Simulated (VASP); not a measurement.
# From one sheet to two: 1T-CaI2 monolayer, part 3 of 8

Aim: relax 1T-CaI2 monolayer, place its levels against the vacuum, then find how two sheets stack and bind.

VASP 6.6.1, plane waves and PAW; the level of theory is named at each step.

So far. Step 2 (Relaxing the monolayer): The run ended after 6 ionic steps, 0.015 eV below its first step, once forces and stress met EDIFFG = -0.015. Step 3 (A second relaxation): The start already met the threshold, so nothing moved.

## Step 4: Potential and states of the slab

Level of this step: r2SCAN with rVV10; plane waves and PAW (Ca_pv, I) (VASP).

A static run writes the electrostatic potential without exchange and correlation (LVHAR), which is flat in the vacuum and gives the level to count from. The dipole correction cancels the field that unlike faces would set up across the vacuum.

File INCAR:

```
SYSTEM = CaI2
PREC = Normal
ENCUT = 350
EDIFF = 1E-06
NELM = 120
ISMEAR = 0
SIGMA = 0.03
LREAL = .FALSE.
ALGO = Normal
METAGGA = R2SCAN
LUSE_VDW = .TRUE.
IVDW_NL = 2
BPARAM = 11.95
CPARAM = 0.0093
LASPH = .TRUE.
NBANDS = 17
LORBIT = 11
LWAVE = .FALSE.
LCHARG = .TRUE.
IDIPOL = 3
LDIPOL = .TRUE.
DIPOL = 0.5 0.5 0.5
LVHAR = .TRUE.
LVACPOTAV = .TRUE.
NEDOS = 1500
LELF = .TRUE.
```

File POSCAR:

```
CaI2
1.0
    4.4706327046      0.0000000000      0.0000000000
   -2.2353163523      3.8716814932      0.0000000000
    0.0000000000      0.0000000000     22.0000000000
Ca I
1 2
Direct
    0.0000000000      0.0000000000      0.5000000000
    0.3333333333      0.6666666667      0.4188778001
    0.6666666667      0.3333333333      0.5811221999
```

File KPOINTS:

```
Automatic mesh
0
Gamma
9 9 1
0 0 0
```

File KPOINTS_OPT:

```
Line mode
14
Line-mode
Reciprocal
  0.00000000   0.00000000   0.00000000 GAMMA
  0.50000000   0.00000000   0.00000000 M

  0.50000000   0.00000000   0.00000000 M
  0.33333333   0.33333333   0.00000000 K

  0.33333333   0.33333333   0.00000000 K
  0.00000000   0.00000000   0.00000000 GAMMA
```

Potentials, in the order of the species: Ca_pv and I (PBE family, release 64).

Launch:

```console
$ mpirun -np 4 vasp_std
```

The log of the run:

```text
[banner, memory and clock lines left out]
running    4 mpi-ranks, on    1 nodes
 distrk:  each k-point on    4 cores,    1 groups
 distr:  one band on    1 cores,    4 groups

 POSCAR found type information on POSCAR CaI
 POSCAR found :  2 types and       3 ions
 [... a notice as in an earlier step ...]

 [... a notice as in an earlier step ...]

 LDA part: xc-table for (None), standard interpolation
|                                                                             |
|           W    W    AA    RRRRR   N    N  II  N    N   GGGG   !!!           |
|           W    W   A  A   R    R  NN   N  II  NN   N  G    G  !!!           |
|           W    W  A    A  R    R  N N  N  II  N N  N  G       !!!           |
|           W WW W  AAAAAA  RRRRR   N  N N  II  N  N N  G  GGG   !            |
|           WW  WW  A    A  R   R   N   NN  II  N   NN  G    G                |
|           W    W  A    A  R    R  N    N  II  N    N   GGGG   !!!           |
|                                                                             |
|     The number of bands has been changed from the values supplied in        |
|     The orbitals not found in the WAVECAR file will be initialized with     |
|     random numbers, which is usually adequate. For correlated               |
|     calculations, however, you should redo the groundstate calculation.     |
|     I found NBANDS = 17. Now, NBANDS = 20.                                  |
|                                                                             |

 POSCAR, INCAR and KPOINTS ok, starting setup
 FFT: planning ... GRIDC
 FFT: planning ... GRID_SOFT
 FFT: planning ... GRID
 WAVECAR not read
 entering main loop
       N       E                     dE             d eps       ncg     rms          rms(c)
Total rVV10 correction in eV:      0.8106781    27.9805997
DAV:   1     0.104377837049E+03    0.10438E+03   -0.65405E+03   552   0.651E+02
DAV:   2    -0.381735981653E+02   -0.14255E+03   -0.13693E+03   612   0.193E+02
DAV:   3    -0.618771945147E+02   -0.23704E+02   -0.23540E+02   588   0.808E+01
DAV:   4    -0.633191637685E+02   -0.14420E+01   -0.14398E+01   744   0.234E+01
DAV:   5    -0.633572919488E+02   -0.38128E-01   -0.38035E-01   844   0.357E+00    0.473E+00
Total rVV10 correction in eV:      0.8184157    27.9819639
DAV:   6    -0.608117664162E+02    0.25455E+01   -0.50832E-01   636   0.549E+00    0.317E+00
Total rVV10 correction in eV:      0.8320302    27.9828788
DAV:   7    -0.608133687248E+02   -0.16023E-02   -0.10925E-01   772   0.219E+00    0.128E+00
Total rVV10 correction in eV:      0.8401829    27.9832320
DAV:   8    -0.608185835511E+02   -0.52148E-02   -0.13113E-02   744   0.879E-01    0.378E-01
Total rVV10 correction in eV:      0.8423874    27.9831461
DAV:   9    -0.608196674531E+02   -0.10839E-02   -0.96131E-04   756   0.241E-01    0.162E-01
Total rVV10 correction in eV:      0.8430344    27.9827774
DAV:  10    -0.608208986337E+02   -0.12312E-02   -0.46837E-04   628   0.151E-01    0.571E-02
Total rVV10 correction in eV:      0.8440046    27.9825181
DAV:  11    -0.608213507730E+02   -0.45214E-03   -0.15950E-04   704   0.688E-02    0.373E-02
Total rVV10 correction in eV:      0.8443270    27.9820518
DAV:  12    -0.608219288118E+02   -0.57804E-03   -0.74251E-05   600   0.483E-02    0.392E-02
Total rVV10 correction in eV:      0.8452984    27.9814095
DAV:  13    -0.608226459320E+02   -0.71712E-03   -0.32246E-04   620   0.802E-02    0.163E-02
Total rVV10 correction in eV:      0.8453950    27.9812410
DAV:  14    -0.608227664656E+02   -0.12053E-03   -0.14549E-05   556   0.231E-02    0.572E-03
Total rVV10 correction in eV:      0.8455181    27.9808175
DAV:  15    -0.608230562833E+02   -0.28982E-03   -0.39494E-05   576   0.308E-02    0.532E-03
Total rVV10 correction in eV:      0.8455272    27.9807700
DAV:  16    -0.608230883069E+02   -0.32024E-04   -0.13919E-06   656   0.758E-03    0.368E-03
Total rVV10 correction in eV:      0.8455336    27.9806341
DAV:  17    -0.608231726108E+02   -0.84304E-04   -0.91170E-06   580   0.131E-02    0.170E-03
Total rVV10 correction in eV:      0.8455331    27.9806002
DAV:  18    -0.608231858132E+02   -0.13202E-04   -0.10447E-06   620   0.584E-03    0.145E-03
Total rVV10 correction in eV:      0.8455302    27.9805878
DAV:  19    -0.608231897607E+02   -0.39475E-05   -0.30076E-07   464   0.428E-03    0.546E-04
Total rVV10 correction in eV:      0.8455313    27.9805842
DAV:  20    -0.608231911182E+02   -0.13575E-05   -0.30511E-07   436   0.429E-03    0.366E-04
Total rVV10 correction in eV:      0.8455302    27.9805847
DAV:  21    -0.608231911204E+02   -0.21364E-08   -0.60581E-08   488   0.213E-03
|                                                                             |
|           W    W    AA    RRRRR   N    N  II  N    N   GGGG   !!!           |
|           W    W   A  A   R    R  NN   N  II  NN   N  G    G  !!!           |
|           W    W  A    A  R    R  N N  N  II  N N  N  G       !!!           |
|           W WW W  AAAAAA  RRRRR   N  N N  II  N  N N  G  GGG   !            |
|           WW  WW  A    A  R   R   N   NN  II  N   NN  G    G                |
|           W    W  A    A  R    R  N    N  II  N    N   GGGG   !!!           |
|                                                                             |
|     Did not find any points to average over, which means that no vacuum     |
|     field-free region was found. Please increase the size of  your cell     |
|     in the dimension of the dipole correction to obtain accurate            |
|     workfunction values.                                                    |
|                                                                             |

Total rVV10 correction in eV:      0.8455287    27.9805860
Total rVV10 correction in eV:      0.8455295    27.9805856
   1 F= -.60823191E+02 E0= -.60823191E+02  d E =-.106800E-12
 Start KPOINTS_OPT (optional k-point list driver)
k-point batch [1-12\42]
       N       E                     dE             ncg
DAV:   1    -0.139710960825E+04   -0.34510E+04      544
DAV:   2    -0.303662187435E+04   -0.16395E+04      600
DAV:   3    -0.334965287473E+04   -0.31303E+03      576
DAV:   4    -0.336821176869E+04   -0.18559E+02      696
DAV:   5    -0.336892201819E+04   -0.71025E+00      836
DAV:   6    -0.336893213317E+04   -0.10115E-01      744
DAV:   7    -0.336893271705E+04   -0.58388E-03      856
DAV:   8    -0.336893275041E+04   -0.33363E-04      728
DAV:   9    -0.336893275268E+04   -0.22664E-05      672
DAV:  10    -0.336893275300E+04   -0.32424E-06      544
[...]
k-point batch [37-42\42]
       N       E                     dE             ncg
DAV:   1     0.160146124918E+04   -0.99976E+03      264
DAV:   2     0.756388608436E+03   -0.84507E+03      324
DAV:   3     0.613304621525E+03   -0.14308E+03      280
DAV:   4     0.604847002616E+03   -0.84576E+01      392
DAV:   5     0.604669795476E+03   -0.17721E+00      412
DAV:   6     0.604665938847E+03   -0.38566E-02      400
DAV:   7     0.604665712438E+03   -0.22641E-03      420
DAV:   8     0.604665702750E+03   -0.96883E-05      392
DAV:   9     0.604665702447E+03   -0.30294E-06      324
```

Wall time 74 s (4 MPI ranks of Intel Xeon 6975P-C (Granite Rapids), shared host); peak memory 0.83 GiB; 3.9 min of CPU time.

Parts of OUTCAR (step 4):

```text
The static configuration has the point symmetry D_3d.

 Found     12 irreducible k-points:

   k-points           NKPTS =     12   k-points in BZ     NKDIM =     12   number of bands    NBANDS=     20

   NELECT =      22.0000    total number of electrons

 E-fermi :  -4.3058

 k-point     1 :       0.0000    0.0000    0.0000
  band No.  band energies     occupation
    ...
      7      -5.0785      2.00000
      8      -5.0785      2.00000
      9      -4.8626      2.00000
     10      -4.4468      2.00000
     11      -4.4468      2.00000
     12       0.7085      0.00000
     13       0.7415      0.00000
     14       0.7418      0.00000
     15       1.1811      0.00000
     16       1.6905      0.00000
    ...

 k-point     2 :       0.1111    0.0000    0.0000
  band No.  band energies     occupation
    ...
      7      -5.3608      2.00000
      8      -5.0945      2.00000
      9      -4.7520      2.00000
     10      -4.7406      2.00000
     11      -4.5272      2.00000
     12       0.5879      0.00000
     13       0.8774      0.00000
     14       0.9367      0.00000
     15       1.3828      0.00000
     16       1.5517      0.00000
    ...

  Total        0.0257665      0.0257665     -0.0474955     -0.0000000      0.0000000      0.0000000
  in kB        0.1084113      0.1084113     -0.1998350     -0.0000000      0.0000000      0.0000000
  external PRESSURE =       0.0056626 kB  Pullay stress =       0.0000000 kB

 POSITION                                       TOTAL-FORCE (eV/Angst)
 -----------------------------------------------------------------------------------
      0.00000      0.00000     11.00000         0.000000      0.000000      0.000000
     -0.00000      2.58112      9.21531         0.000000     -0.000000      0.013828
      2.23532      1.29056     12.78469        -0.000000      0.000000     -0.013828
 -----------------------------------------------------------------------------------
    total drift:                               -0.000000      0.000000      0.000000

  FREE ENERGIE OF THE ION-ELECTRON SYSTEM (eV)
  ---------------------------------------------------
  free  energy   TOTEN  =       -60.8231911204 eV

  energy  without entropy=      -60.8231911204  energy(sigma->0) =      -60.82319112

 vacuum level on the upper side and lower side of the slab         2.568         2.568

[... 9 parts as in an earlier step ...]

[... 5 further parts left out ...]
```

This step gave:

```
electronic cycles                                 : 21
Fermi energy                                      : -4.306 eV
least gap on mesh and path                        : 4.317 eV
least direct gap on mesh and path                 : 4.935 eV
vacuum levels                                     : 2.568, 2.568 eV
ionisation potentials of the upper and lower face : 7.015, 7.015 eV
electron affinities of the upper and lower face   : 2.698, 2.698 eV
```

The electronic bands at the labelled points (eV, zero at the valence-band top; v1 is the highest filled band, c1 the lowest empty one):

```
point     v4     v3     v2     v1    c1    c2    c3    c4
    Γ  -0.63  -0.42   0.00   0.00  5.16  5.19  5.19  5.63
    M  -0.82  -0.77  -0.68  -0.68  4.32  6.08  6.24  6.50
    K  -1.66  -1.11  -0.75  -0.75  5.51  5.66  5.66  6.61
    Γ  -0.63  -0.42   0.00   0.00  5.16  5.19  5.19  5.63
```

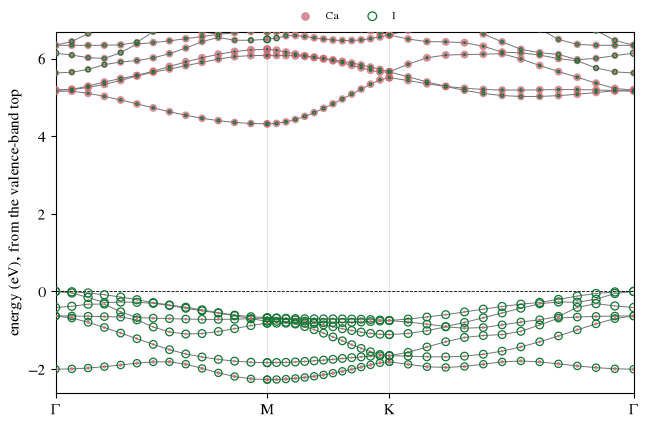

Electronic bands along the path; dots are coloured as in the legend, and their area grows with the weight.

Zero at the Fermi level. The planar average of the electrostatic potential by height:

| height (Å) | planar average of the electrostatic potential (eV) |
| --- | --- |
| 0 | 6.87 |
| 2 | 6.87 |
| 4 | 6.87 |
| 6 | 6.87 |
| 8 | 5.63 |
| 10 | -1.22 |
| 12 | -1.22 |
| 14 | 5.63 |
| 16 | 6.87 |
| 18 | 6.87 |
| 20 | 6.87 |

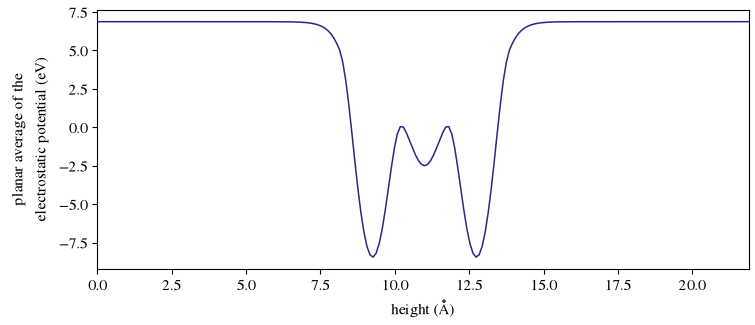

Planar average of the electrostatic potential against height.

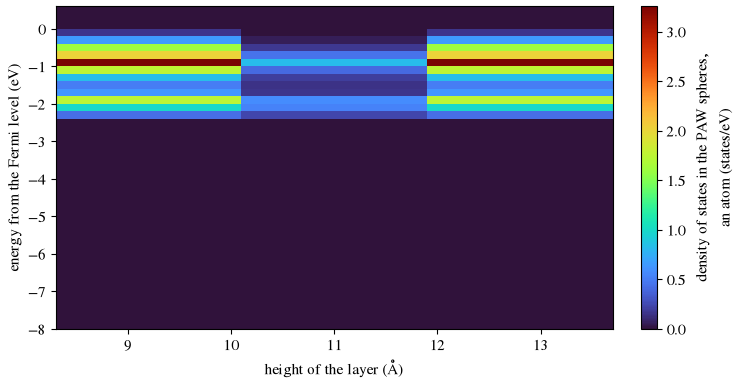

Density of states in the PAW spheres, an atom over height of the layer and energy from the Fermi level.

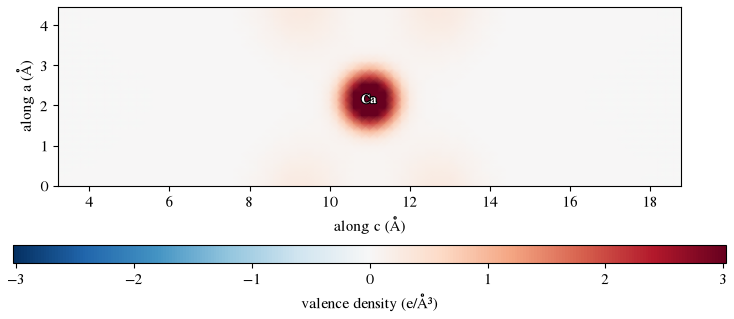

Valence density in the ca plane at fractional y = 0.000, with atoms of Ca within 0.2 Å of it. It is the smooth field of the valence electrons, not physical close to the nuclei. The map starts off the cell's origin, so that atoms lie inside it. The far vacuum is left out of the map.

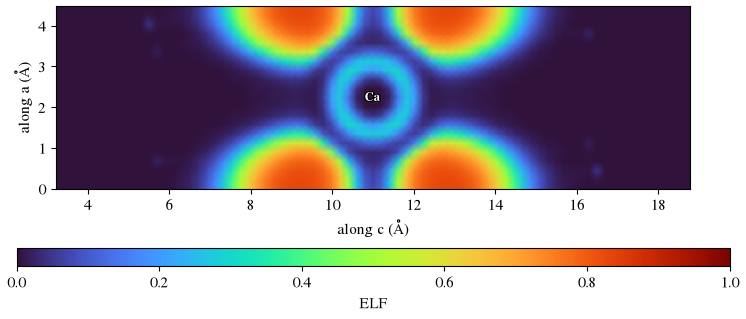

ELF in the ca plane at fractional y = 0.000, with atoms of Ca within 0.2 Å of it. It is the smooth field of the valence electrons, not physical close to the nuclei. The map starts off the cell's origin, so that atoms lie inside it. The far vacuum is left out of the map.

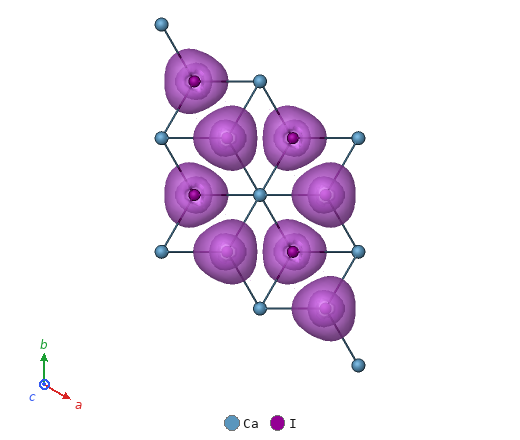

Surface of ELF = 0.85. 2×2×1 cells are drawn.

The map of layer states is cut here 0.5 eV above the Fermi level, so it leaves out the states above that.

The vacuum level lies 7.01 eV above the highest filled level at the upper face; both faces agree, as the slab has next to no dipole.

The program found no field-free point at its default tolerance, but its printed level agrees with the flat part of the planar average.

[end of part 3 of 8]

[Lines on the potential files, build, host, timing and source positions are cut from VASP's logs without a mark.]

[Logs are printed without paths, hosts, clocks, repeated set-up lines and the standing remarks that a program may print on its own settings, such as how far it seeks lower states.]

[Hosts, paths, dates, database ids (printed as entryN), source tags and the programs' standing remarks are cut or masked in the printed files.]

[Runs that stopped without an error message from VASP are left out.]
